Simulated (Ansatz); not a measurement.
# TiClO: two electronic states of one cell

Aim: solve TiClO (a database structure at a slightly changed volume) from each of its saved states, at one geometry and mesh, and see which is lowest and how they differ.

Program: Ansatz 0.2.0. Level of theory: DFT, r2SCAN, with U_eff = 1.12 eV on Ti d, plane waves, PAW. These are calculated values, not measurements.

## 1. The cell

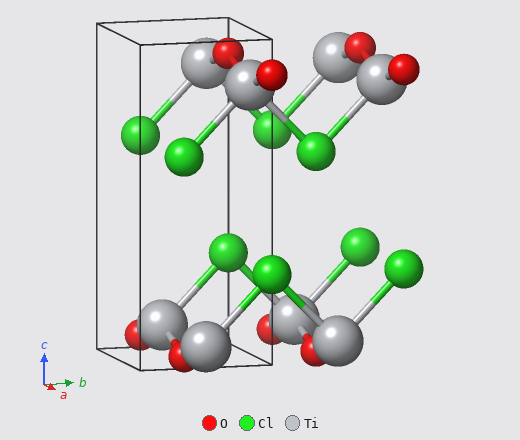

The cell, seen slightly off an axis (oxygen red, chlorine green, titanium light grey). 2×2×1 cells are drawn.

Symmetry: Pmmn, No. 59, orthorhombic system. Conventional cell: a = 3.414 Å, b = 3.845 Å, c = 8.171 Å, α = 90.00°, β = 90.00°, γ = 90.00°. Around O (site symmetry mm2) lie 4 Ti at 1.99 to 2.23 Å. Cl (site symmetry mm2) has 2 Ti at 2.44 Å as nearest neighbours. Around Ti (site symmetry mm2) lie 4 O at 1.99 to 2.23 Å and 2 Cl at 2.44 Å.

In its conventional cell, by symmetry (the run takes the cell typed in the input):

```cif
data_structure
_symmetry_space_group_name_H-M 'Pmmn:1'
_symmetry_Int_Tables_number 59
_cell_length_a 3.4138
_cell_length_b 3.8455
_cell_length_c 8.1714
_cell_angle_alpha 90.000
_cell_angle_beta 90.000
_cell_angle_gamma 90.000
_cell_volume 107.27
loop_
_atom_site_label
_atom_site_type_symbol
_atom_site_symmetry_multiplicity
_atom_site_Wyckoff_symbol
_atom_site_fract_x
_atom_site_fract_y
_atom_site_fract_z
_atom_site_occupancy
O1 O 2 a 0.00000 0.00000 0.94460 1
Cl1 Cl 2 a 0.50000 0.50000 0.66804 1
Ti1 Ti 2 b 0.00000 0.50000 0.88068 1
```

The states: A, Ti5 up, Ti6 up (collinear spin); B, Ti5 up, Ti6 down (collinear spin). Each run reads its own saved solution as saved_state.

## 2. Run from state A

The input, input.yaml:

```yaml
crystal:
  lattice:
    - [3.84549482, 0.0, 0.0]
    - [0.0, 3.41381619, 0.0]
    - [0.0, 0.0, 8.17142257]
  atoms:
    - { symbol: O, position: [0.75, 0.75, 0.9446] }
    - { symbol: O, position: [0.25, 0.25, 0.0554] }
    - { symbol: Cl, position: [0.25, 0.25, 0.66804] }
    - { symbol: Cl, position: [0.75, 0.75, 0.33196] }
    - { symbol: Ti, position: [0.25, 0.75, 0.88068] }
    - { symbol: Ti, position: [0.75, 0.25, 0.11932] }
kpoints:
  mp_grid: { grid: [6, 6, 3], shift: [0, 0, 0] }
  band_path:
    path:
      - [0.0, 0.0, 0.0]
      - [0.0, 0.5, 0.0]
      - [-0.5, 0.5, 0.0]
      - [-0.5, 0.0, 0.0]
      - [0.0, 0.0, 0.0]
      - [0.0, 0.0, 0.5]
      - [0.0, 0.5, 0.5]
      - [-0.5, 0.5, 0.5]
      - [-0.5, 0.0, 0.5]
      - [0.0, 0.0, 0.5]
      - [0.0, 0.5, 0.0]
    npoints: 7
magnetization:
  spin_polarized: true
scf:
  occupations: { method: cold, width: 0.0809 }
  lower_state_search: "off"
  max_iter: 200
hamiltonian:
  pseudopotentials: { kind: paw }
  xc: r2scan
  hubbard:
    projectors: all-electron-ortho-atomic
    sites: [{ species: Ti, l: d, u_eff: 1.12 }]
basis:
  ecutwfc: 500
  fft_grid_basis: typed
output:
  forces: true
  stress: true
  eigenvalues: true
  bader: true
  populations: true
  elf: true
  write_potential: true
  volumetric_format: npy
  dos:
    e_range: [-12, 8]
    de: 0.05
    projected: { site_lists: { Cl: [Cl], O: [O], Ti: [Ti] } }
  write_density: true
checkpoint:
  read: saved_state
```

Run with:

```
ansatz run input.yaml --threads 1 --pin off --max-ram 2560MiB --backend cpu --events-out ev --progress --plain --runs-dir out
```

What it wrote (excerpt; [...] marks lines left out):

```text
Warning: RAYON_NUM_THREADS=1 ignored (pool sized by the plan → 1); use --threads N
O: projections on atomic orbitals take those of the free atom [He] 2s2 2p4, of charge +0.00 (hamiltonian.pseudopotentials.projection_atoms); the dataset's partial waves leave at most 1.9e-8 of an orbital's norm unspanned inside its sphere
Cl: projections on atomic orbitals take those of the free atom [Ne] 3s2 3p5, of charge +0.00 (hamiltonian.pseudopotentials.projection_atoms); the dataset's partial waves leave at most 2.1e-7 of an orbital's norm unspanned inside its sphere
Ti: projections on atomic orbitals take those of the free atom [Ne] 3s2 3p6 3d2 4s2, of charge +0.00 (hamiltonian.pseudopotentials.projection_atoms); the dataset's partial waves leave at most 4.1e-7 of an orbital's norm unspanned inside its sphere
band count auto-derived: 33 (N_el = 50.0; filled up to band 25; 31 by the electrons, moments and atoms)
[...]
Pseudopotentials: kind: paw
Pseudopotential: O, paw, valence charge 6, recommended cutoff 500 eV (meta_gga), O.paw.azcp
Pseudopotential: Cl, paw, valence charge 7, recommended cutoff 500 eV (meta_gga), Cl.paw.azcp
Pseudopotential: Ti, paw, valence charge 12, recommended cutoff 500 eV (meta_gga), Ti.paw.azcp
Functional definition: r2SCAN
[...]
Crystal: 6 atoms, lattice volume = 107.273 Å³
Basis set: ecut = 500 eV, 2723 PW (Γ), exchange–correlation on 120×100×240 points (64 copies of the dense FFT grid, shifted against one another)
[...]
Step filling:    the computed levels leave a gap of 1.0274 eV = 12.7 smearing widths at the electron count; against every level under it full and every level over it empty, smearing changes F+E_penalty+E_count by -1.50e-20 meV and its σ→0 estimate by -2.41e-18 meV
[...]
--- Forces (eV/Å), atoms counted from 1 ---
  atom   1  O     -0.00000000     0.00000000     0.14984433
  atom   2  O      0.00000000     0.00000000    -0.14984433
  atom   3  Cl     0.00000000     0.00000000     0.32121577
  atom   4  Cl    -0.00000000     0.00000000    -0.32121577
  atom   5  Ti    -0.00000000     0.00000000     0.32631773
  atom   6  Ti     0.00000000     0.00000000    -0.32631773
[...]
--- Stress (GPa, compression-positive) ---
       -4.973571       0.000000       0.000000
        0.000000      -0.388090      -0.000000
        0.000000      -0.000000      -3.293254
  P = ⅓ Tr σ = -2.8850 GPa (-28.850 kbar)
--- Band table (eV; the first three rows and the last of 64) ---
[...]
Occupation matrices written to <dir>
--- Löwdin populations: 6 sites ---
  site symbol       q [e]    m [muB]
     0      O      6.8172    -0.0212
     1      O      6.8172    -0.0212
     2     Cl      7.3552     0.0023
     3     Cl      7.3552     0.0023
     4     Ti     10.7294     1.0101
     5     Ti     10.7294     1.0101
  spilling = 0.003930 (of n_electrons = 50.000000)
--- Bader charges: 6 sites ---
  site symbol  charge [e]  shift [e]    m [muB]
     0      O     -1.3388     0.0005     0.0269
     1      O     -1.3388     0.0005     0.0269
     2     Cl     -0.6666     0.0003     0.0448
     3     Cl     -0.6666     0.0003     0.0448
     4     Ti      2.0054     0.0002     0.9283
     5     Ti      2.0054     0.0002     0.9283
  estimated error of the sums over rays = 3.2e-4 e
```

Run time: 1.7 min. Hardware: 1 thread of Arm Neoverse V1, shared host; peak memory 0.91 GiB.

## 3. What state A looks like

States per cell by energy window, from dos.tsv and pdos.tsv (tetrahedra; eV from the Fermi level):

| from | to | total | up | down | Cl p | O p | Ti d |
| --- | --- | --- | --- | --- | --- | --- | --- |
| -8.0 | -7.0 | 0.81 | 0.51 | 0.30 | 0.03 | 0.58 | 0.12 |
| -7.0 | -6.0 | 4.09 | 2.36 | 1.73 | 0.36 | 2.79 | 0.69 |
| -6.0 | -5.0 | 6.21 | 2.76 | 3.45 | 2.15 | 2.89 | 0.93 |
| -5.0 | -4.0 | 6.84 | 3.50 | 3.34 | 3.83 | 2.21 | 0.60 |
| -4.0 | -3.0 | 6.05 | 2.86 | 3.18 | 4.36 | 1.34 | 0.27 |
| -3.0 | -2.0 | 0.00 | 0.00 | 0.00 | 0.00 | 0.00 | 0.00 |
| -2.0 | -1.0 | 0.51 | 0.51 | 0.00 | 0.03 | 0.04 | 0.42 |
| -1.0 | 0.0 | 1.49 | 1.49 | 0.00 | 0.10 | 0.09 | 1.28 |
| 0.0 | 1.0 | 0.55 | 0.55 | 0.00 | 0.02 | 0.03 | 0.50 |
| 1.0 | 2.0 | 5.32 | 3.39 | 1.92 | 0.15 | 0.26 | 4.74 |

On the mesh the valence top lies at -0.57 eV and the conduction bottom at 0.45 eV on this scale. The bands computed are complete only to about 3.0 eV above the Fermi level.

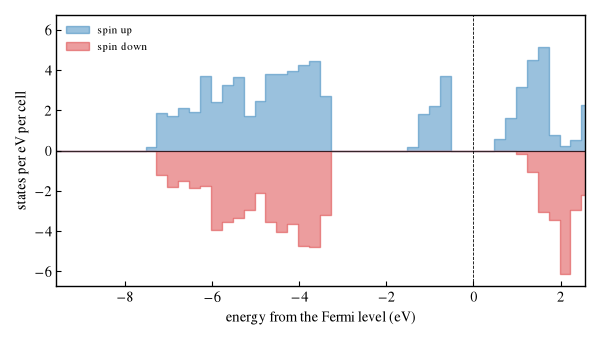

Density of states by spin, in bins of 0.25 eV.

Gathered by element (positive charge: electrons given up):

| element | atoms | Bader charge (e) | Bader volume (Å³) | Löwdin charge (e) | Bader moment, size (μB) |
| --- | --- | --- | --- | --- | --- |
| O | 2 | -1.34 | 13.7 | -0.82 | 0.03 |
| Cl | 2 | -0.67 | 30.9 | -0.36 | 0.04 |
| Ti | 2 | +2.01 | 9.0 | +1.27 | 0.93 |

Löwdin charges rest on a small set of atomic orbitals that misses 0.4 % of the electrons, so they need not add up to the cell's charge and can differ from Bader's even in sign.

Occupation eigenvalues of the Hubbard shells:

| atom | shell | spin | eigenvalues |
| --- | --- | --- | --- |
| Ti5 | d | up | 0.11 0.13 0.19 0.25 0.99 |
| Ti5 | d | down | 0.06 0.10 0.11 0.19 0.21 |
| Ti6 | d | up | 0.11 0.13 0.19 0.25 0.99 |
| Ti6 | d | down | 0.06 0.10 0.11 0.19 0.21 |

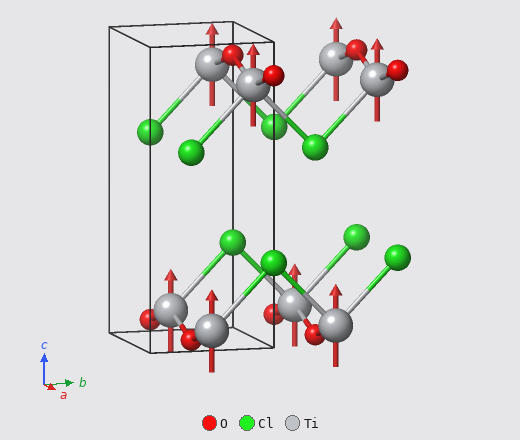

Site moments over 0.3 μB, as arrows (values hang on how the density is shared out, so they can differ from the log's spheres): up red, down blue; without spin-orbit coupling their axis is free, so they are drawn up the page.

## 4. Run from state B

The input, input.yaml:

```yaml
crystal:
  lattice:
    - [3.84549482, 0.0, 0.0]
    - [0.0, 3.41381619, 0.0]
    - [0.0, 0.0, 8.17142257]
  atoms:
    - { symbol: O, position: [0.75, 0.75, 0.9446], spin: 0.0 }
    - { symbol: O, position: [0.25, 0.25, 0.0554], spin: 0.0 }
    - { symbol: Cl, position: [0.25, 0.25, 0.66804], spin: 0.0 }
    - { symbol: Cl, position: [0.75, 0.75, 0.33196], spin: 0.0 }
    - { symbol: Ti, position: [0.25, 0.75, 0.88068], spin: 1.0 }
    - { symbol: Ti, position: [0.75, 0.25, 0.11932], spin: -1.0 }
kpoints:
  mp_grid: { grid: [6, 6, 3], shift: [0, 0, 0] }
magnetization:
  spin_polarized: true
scf:
  occupations: { method: cold, width: 0.0809 }
  lower_state_search: "off"
  max_iter: 200
hamiltonian:
  pseudopotentials: { kind: paw }
  xc: r2scan
  hubbard:
    projectors: all-electron-ortho-atomic
    sites: [{ species: Ti, l: d, u_eff: 1.12 }]
basis:
  ecutwfc: 500
  fft_grid_basis: typed
output:
  forces: true
  stress: true
  eigenvalues: true
  bader: true
  populations: true
  elf: true
  write_potential: true
  volumetric_format: npy
  dos:
    e_range: [-12, 8]
    de: 0.05
    projected: { site_lists: { Cl: [Cl], O: [O], Ti: [Ti] } }
  write_density: true
checkpoint:
  read: saved_state
```

Run with:

```
ansatz run input.yaml --threads 1 --pin off --max-ram 2560MiB --backend cpu --events-out ev --progress --plain --runs-dir out
```

What it wrote (excerpt; [...] marks lines left out):

```text
Warning: RAYON_NUM_THREADS=1 ignored (pool sized by the plan → 1); use --threads N
O: projections on atomic orbitals take those of the free atom [He] 2s2 2p4, of charge +0.00 (hamiltonian.pseudopotentials.projection_atoms); the dataset's partial waves leave at most 1.9e-8 of an orbital's norm unspanned inside its sphere
Cl: projections on atomic orbitals take those of the free atom [Ne] 3s2 3p5, of charge +0.00 (hamiltonian.pseudopotentials.projection_atoms); the dataset's partial waves leave at most 2.1e-7 of an orbital's norm unspanned inside its sphere
Ti: projections on atomic orbitals take those of the free atom [Ne] 3s2 3p6 3d2 4s2, of charge +0.00 (hamiltonian.pseudopotentials.projection_atoms); the dataset's partial waves leave at most 4.1e-7 of an orbital's norm unspanned inside its sphere
[...]
Pseudopotentials: kind: paw
Pseudopotential: O, paw, valence charge 6, recommended cutoff 500 eV (meta_gga), O.paw.azcp
[...]
--- Stress (GPa, compression-positive) ---
       -4.976616       0.000000      -0.000000
        0.000000      -0.371869       0.000000
       -0.000000       0.000000      -3.266704
  P = ⅓ Tr σ = -2.8717 GPa (-28.717 kbar)
--- Band table (eV; the first three rows and the last of 64) ---
[...]
Occupation matrices written to <dir>
--- Löwdin populations: 6 sites ---
  site symbol       q [e]    m [muB]
     0      O      6.8180    -0.0462
     1      O      6.8180     0.0462
     2     Cl      7.3552     0.0033
     3     Cl      7.3552    -0.0033
     4     Ti     10.7283     0.9995
     5     Ti     10.7283    -0.9995
  spilling = 0.003938 (of n_electrons = 50.000000)
--- Bader charges: 6 sites ---
  site symbol  charge [e]  shift [e]    m [muB]
     0      O     -1.3395     0.0005    -0.0545
     1      O     -1.3395     0.0005     0.0545
     2     Cl     -0.6666     0.0003     0.0438
     3     Cl     -0.6666     0.0003    -0.0438
     4     Ti      2.0060     0.0002     0.9212
     5     Ti      2.0060     0.0002    -0.9212
  estimated error of the sums over rays = 3.3e-4 e
```

It took 2.1 min on 1 thread of Arm Neoverse V1, shared host; peak memory 0.71 GiB.

## 5. What state B looks like

States per cell by energy window, from dos.tsv and pdos.tsv (tetrahedra; eV from the Fermi level):

| from | to | total | up | down | Cl p | O p | Ti d |
| --- | --- | --- | --- | --- | --- | --- | --- |
| -8.0 | -7.0 | 1.20 | 0.60 | 0.60 | 0.04 | 0.86 | 0.18 |
| -7.0 | -6.0 | 4.36 | 2.18 | 2.18 | 0.47 | 2.91 | 0.74 |
| -6.0 | -5.0 | 5.91 | 2.95 | 2.95 | 2.19 | 2.62 | 0.88 |
| -5.0 | -4.0 | 7.34 | 3.67 | 3.67 | 4.12 | 2.40 | 0.61 |
| -4.0 | -3.0 | 5.19 | 2.60 | 2.60 | 3.89 | 1.02 | 0.22 |
| -3.0 | -2.0 | 0.00 | 0.00 | 0.00 | 0.00 | 0.00 | 0.00 |
| -2.0 | -1.0 | 0.72 | 0.36 | 0.36 | 0.04 | 0.07 | 0.59 |
| -1.0 | 0.0 | 1.28 | 0.64 | 0.64 | 0.09 | 0.07 | 1.11 |
| 0.0 | 1.0 | 1.08 | 0.54 | 0.54 | 0.03 | 0.05 | 0.98 |
| 1.0 | 2.0 | 5.32 | 2.66 | 2.66 | 0.16 | 0.26 | 4.75 |

On the mesh the valence top lies at -0.68 eV and the conduction bottom at 0.56 eV on this scale. The bands computed are complete only to about 2.9 eV above the Fermi level.

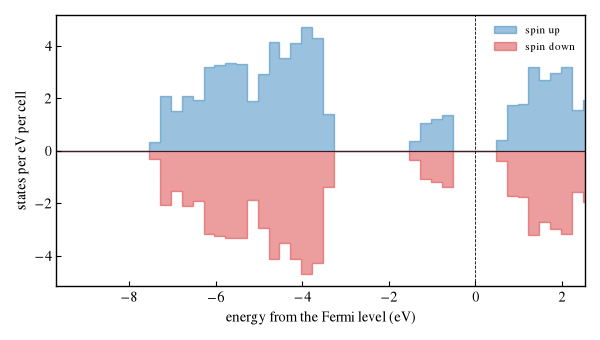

Density of states by spin, in bins of 0.25 eV.

By element, from the tables in the log (a charge is positive for electrons lost):

| element | atoms | Bader charge (e) | Bader volume (Å³) | Löwdin charge (e) | Bader moment, size (μB) |
| --- | --- | --- | --- | --- | --- |
| O | 2 | -1.34 | 13.7 | -0.82 | 0.05 |
| Cl | 2 | -0.67 | 30.9 | -0.35 | 0.04 |
| Ti | 2 | +2.01 | 9.0 | +1.27 | 0.92 |

The Löwdin projection spills 0.4 % of the electrons and depends on the orbitals chosen; where it disagrees with Bader's partition, neither is an observable.

Eigenvalues of the corrected shells' occupation matrices:

| atom | shell | spin | eigenvalues |
| --- | --- | --- | --- |
| Ti5 | d | up | 0.11 0.12 0.19 0.25 0.99 |
| Ti5 | d | down | 0.06 0.10 0.11 0.19 0.21 |
| Ti6 | d | up | 0.06 0.10 0.11 0.19 0.21 |
| Ti6 | d | down | 0.11 0.12 0.19 0.25 0.99 |

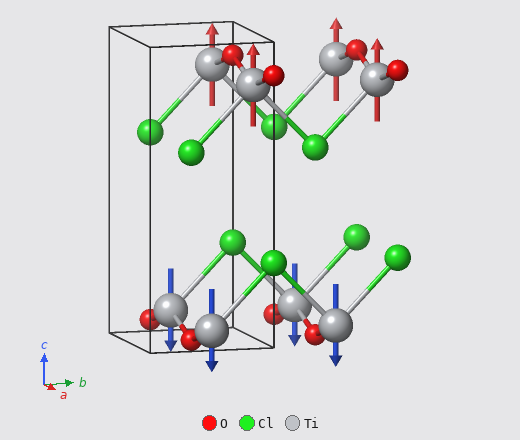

Site moments over 0.3 μB, as arrows (values hang on how the density is shared out, so they can differ from the log's spheres): up red, down blue; without spin-orbit coupling their axis is free, so they are drawn up the page.

## 6. Comparison

| state | free energy (meV/atom) | largest site moment (μB) | size of the net moment (μB/cell) | gap (eV) | pressure (GPa) | largest force (eV/Å) | SCF cycles |
| --- | --- | --- | --- | --- | --- | --- | --- |
| A | 0.0 | 0.93 | 2.00 | 1.03 | -2.9 | 0.33 | 7 |
| B | 0.9 | 0.92 | 0.00 | 1.24 | -2.9 | 0.33 | 10 |

States A and B are level within 1 meV per atom.
